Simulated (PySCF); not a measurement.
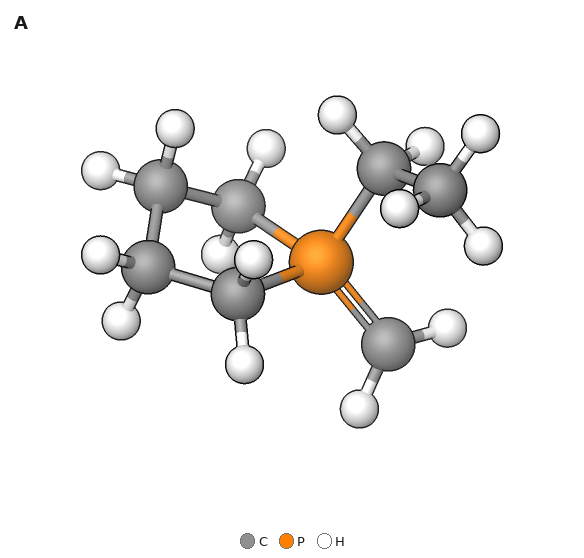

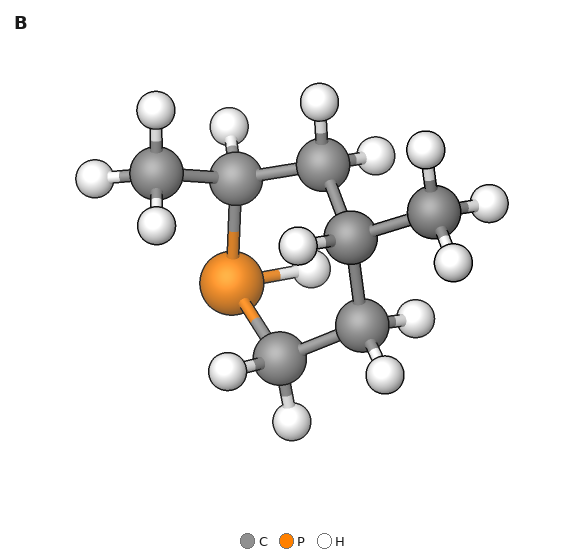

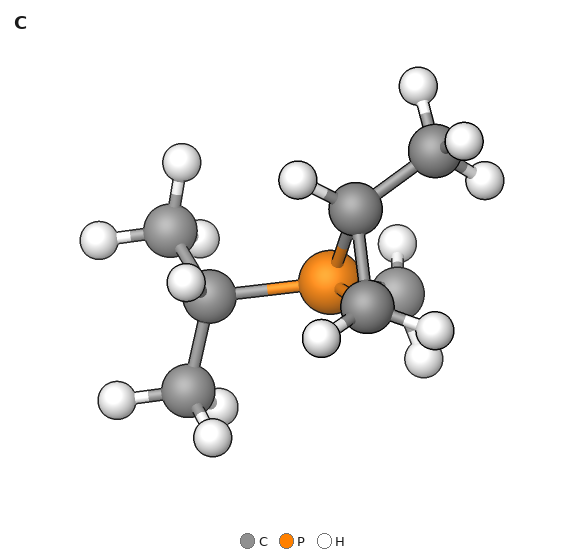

3 stationary structures of one formula. Geometries: PBE0-D3(BJ)/def2-SVP. Electronic energies: PBE0-D3(BJ)/def2-SVP (PySCF 2.14.0), without zero-point energy. No frequency run is at hand to confirm each as a minimum. Each is one conformer, not always the lowest.

Are they conformers, stereoisomers or constitutional isomers?

They are constitutional isomers of C7H15P: A `C=P1(CC)CCCC1`, B `C[C@@H]1CCP[C@@H](C)C1`, C `C=[P@@]1(C(C)C)C[C@H]1C`.

Which structure is the most stable?

B is lowest; A lies 147.4 kJ/mol above it, C lies 266.7 kJ/mol above it.
